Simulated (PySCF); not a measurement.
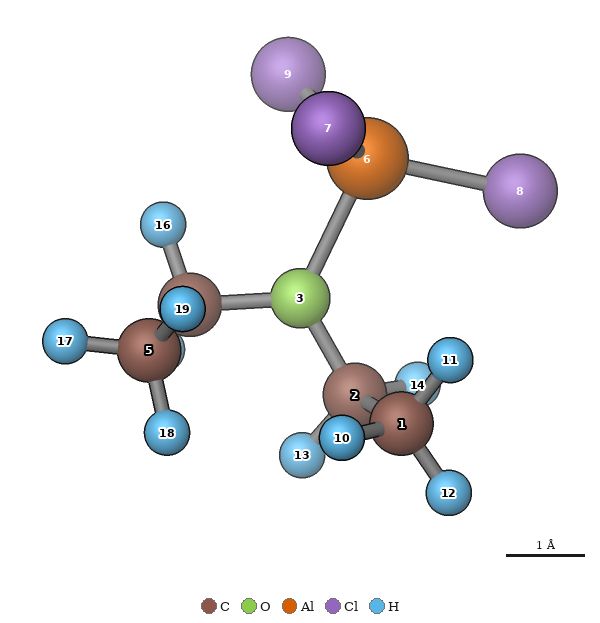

*The structure (ball-and-stick view, seen at a tilt; atoms are numbered from 1 in the order of the input). Sticks mark near contacts.*

NMR shielding calculation of C4H10AlCl3O

The run: NMR shielding calculation of C4H10AlCl3O, SMILES CC[O+](CC)[Al-]([Cl])([Cl])[Cl]. Method and program: GIAO PBE0/6-31G* NMR shielding, non-relativistic, gas phase (PySCF 2.14.0).

The geometry comes from this level: GFN2-xTB. Figures and captions count atoms from 1; the log counts them from 0 in places.

What the program printed:
```
coarse grid: 18128 points
cycle   1  E = -1856.0290565332  dE =  8.537e-01  |g| = 5.588e-01  |ddm| = 3.838e+00
cycle   2  E = -1856.0315598300  dE = -2.503e-03  |g| = 5.796e-01  |ddm| = 1.210e+00
cycle   3  E = -1856.1094778320  dE = -7.792e-02  |g| = 8.144e-02  |ddm| = 5.795e-01
cycle   4  E = -1856.1106172386  dE = -1.139e-03  |g| = 2.829e-02  |ddm| = 8.260e-02
cycle   5  E = -1856.1107747307  dE = -1.575e-04  |g| = 7.608e-03  |ddm| = 3.130e-02
cycle   6  E = -1856.1107891683  dE = -1.444e-05  |g| = 8.444e-04  |ddm| = 9.570e-03
cycle   7  E = -1856.1107893442  dE = -1.760e-07  |g| = 2.518e-04  |ddm| = 1.323e-03
final grid: 156888 points
cycle   8  E = -1856.0214241288  dE = -4.062e-05  |g| = 1.162e-02  |ddm| = 3.111e-02
cycle   9  E = -1856.0214048619  dE =  1.927e-05  |g| = 1.566e-02  |ddm| = 1.959e-02
cycle  10  E = -1856.0214537743  dE = -4.891e-05  |g| = 1.695e-03  |ddm| = 1.081e-02
cycle  11  E = -1856.0214544070  dE = -6.326e-07  |g| = 2.270e-04  |ddm| = 1.741e-03
cycle  12  E = -1856.0214544182  dE = -1.128e-08  |g| = 5.018e-05  |ddm| = 2.899e-04
cycle  13  E = -1856.0214544189  dE = -6.621e-10  |g| = 1.205e-05  |ddm| = 7.690e-05
```

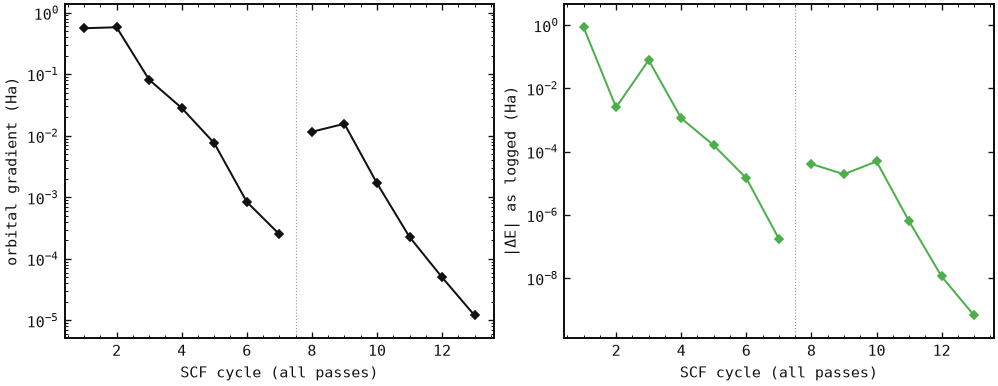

*Convergence of the self-consistent field: orbital gradient and size of the energy change against the SCF cycle. The dotted line marks the change from a coarse to the final integration grid.*

The first 7 cycles use a coarse grid, the final grid takes over at cycle 8, and the field converges after 13 cycles in all.

```
converged SCF energy = -1856.0214544189

GIAO shielding tensors (ppm)
atom      isotropic    diamagn.    paramagn.     s11        s22        s33       span
  0 C      177.159     251.105     -73.946    162.064    174.992    194.420     32.357
  1 C      128.798     243.896    -115.098     90.468    114.099    181.828     91.360
  2 O      287.588     395.896    -108.308    258.332    276.855    327.575     69.243
  3 C      129.000     242.775    -113.774     96.508    111.628    178.865     82.357
  4 C      179.919     251.199     -71.281    164.252    182.460    193.044     28.792
  5 Al     500.163     799.230    -299.067    448.797    522.876    528.815     80.018
  6 Cl     965.959    1150.049    -184.090    917.833    937.952   1042.093    124.261
  7 Cl     984.570    1149.541    -164.971    941.319    959.960   1052.432    111.112
  8 Cl     979.114    1148.964    -169.850    925.814    944.807   1066.722    140.908
  9 H       30.951      32.121      -1.170     26.664     31.246     34.944      8.280
 10 H       30.437      31.683      -1.245     25.655     31.580     34.078      8.423
 11 H       31.486      30.268       1.219     27.464     27.685     39.310     11.846
 12 H       28.711      31.304      -2.592     24.392     27.752     33.990      9.599
 13 H       27.647      31.034      -3.387     23.625     27.025     32.290      8.665
 14 H       28.633      30.649      -2.016     23.470     28.179     34.248     10.778
 15 H       27.706      31.516      -3.809     21.234     30.240     31.645     10.412
 16 H       31.443      30.133       1.310     27.060     28.251     39.017     11.957
 17 H       30.932      31.854      -0.922     26.661     30.395     35.741      9.080
 18 H       30.497      31.438      -0.941     25.593     31.767     34.130      8.537
```

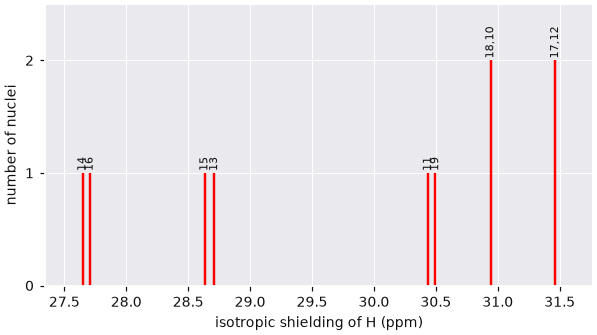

*Isotropic shieldings of the hydrogen nuclei in this fixed geometry, labelled by atom number; shielding grows to the right, so chemical shift grows to the left.*

The least shielded is H14 (27.6 ppm), the most shielded H12 (31.5 ppm).

The run was set up as follows.

Input:
```
{"job": {"xc": "PBE0", "basis": "6-31G*", "kind": "nmr", "pop": false}, "charge": 0, "multiplicity": 1}
C      1.644394    -1.065433     0.489314
C      0.916673    -0.680007    -0.789267
O     -0.023478     0.377791    -0.578741
C     -1.393467    -0.008014    -0.485051
C     -1.722743    -0.833931     0.748274
Al     0.467885     2.279723    -0.146639
Cl    -0.006409     2.331514     1.861870
Cl     2.457870     2.330037    -0.663275
Cl    -0.820370     3.281533    -1.409730
H      0.968255    -1.487628     1.226202
H      2.110593    -0.178633     0.912980
H      2.417197    -1.794407     0.261309
H      0.392450    -1.535868    -1.225433
H      1.642976    -0.304157    -1.515134
H     -1.669704    -0.545538    -1.400701
H     -1.945067     0.935181    -0.450859
H     -2.800996    -0.947760     0.819075
H     -1.277561    -1.824592     0.699940
H     -1.368302    -0.320560     1.638405
```

The first line tells a small driver script what to run in PySCF; the rest is the geometry in Å.

Launch command:
```bash
OMP_NUM_THREADS=1 python <driver script> task.json out
```

Key numbers:

| quantity | value |
| --- | --- |
| outcome | converged |
| total energy | −1856.021454 hartree |
| HOMO | −8.47 eV |
| LUMO | 0.82 eV |
| dipole moment | 6.48 D |
| isotropic shielding, C | 128.8 to 179.9 ppm |
| isotropic shielding, O | 287.6 ppm |
| isotropic shielding, Al | 500.2 ppm |
| isotropic shielding, Cl | 966.0 to 984.6 ppm |
| isotropic shielding, H | 27.6 to 31.5 ppm |
| hardware | 1 CPU thread, shared host |
| wall time | 28 s |
| peak memory | 0.91 GiB |
